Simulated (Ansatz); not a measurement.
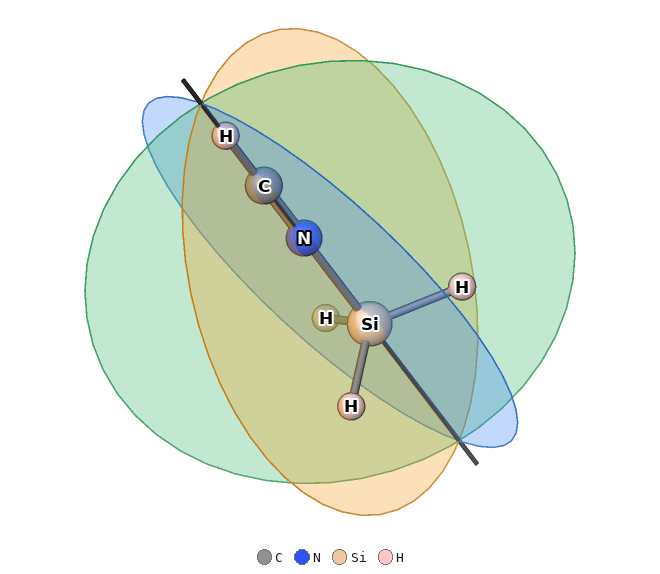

All proper rotation axes (lines) and mirror planes (discs) of the structure are drawn in. Distant atoms are faded towards the background colour. State: charge +1, singlet. The computed structure is the end point of a PBE0-D4/def2-TZVP optimisation. No frequency run is at hand to confirm it as a minimum.

### Name the symmetry elements and the point group.

It has 1 C3 axis and 3 mirror planes. Point group C3v. The group has 6 operations. The geometry is achiral, and symmetry allows a dipole moment.
